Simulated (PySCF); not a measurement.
C10H10, SMILES C=Cc1ccc(C=C)cc1 at its GFN2-xTB optimised geometry (Å):

```
20

C     -1.0761    -3.6764    -0.0001
C     -1.5266    -2.4268     0.0000
C     -0.7268    -1.2103     0.0000
C     -1.3756     0.0275     0.0000
C     -0.6694     1.2103     0.0000
C      0.7268     1.2103     0.0000
C      1.5266     2.4268     0.0000
C      1.0760     3.6763    -0.0001
C      1.3757    -0.0275     0.0000
C      0.6694    -1.2103     0.0000
H     -0.0274    -3.9191    -0.0001
H     -1.7518    -4.5144    -0.0001
H     -2.5972    -2.2584     0.0001
H     -2.4568     0.0544     0.0000
H     -1.2082     2.1453     0.0000
H      2.5972     2.2586     0.0001
H      1.7517     4.5144    -0.0001
H      0.0273     3.9192    -0.0002
H      2.4568    -0.0544     0.0000
H      1.2082    -2.1453     0.0000
```

Calculation: PBE/def2-SVP in PySCF 2.14.0.

Map of the HOMO amplitude (bohr^(-3/2)) on the plane z = 1.0 Å; orbital energy -5.30 eV, overall sign arbitrary:

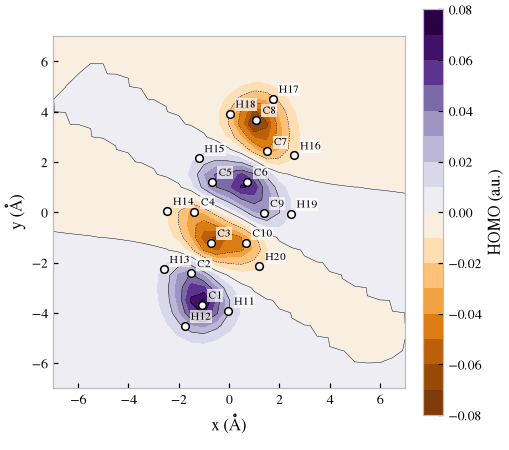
*HOMO amplitude (bohr^(-3/2)) on the plane z = 1.0 Å.*
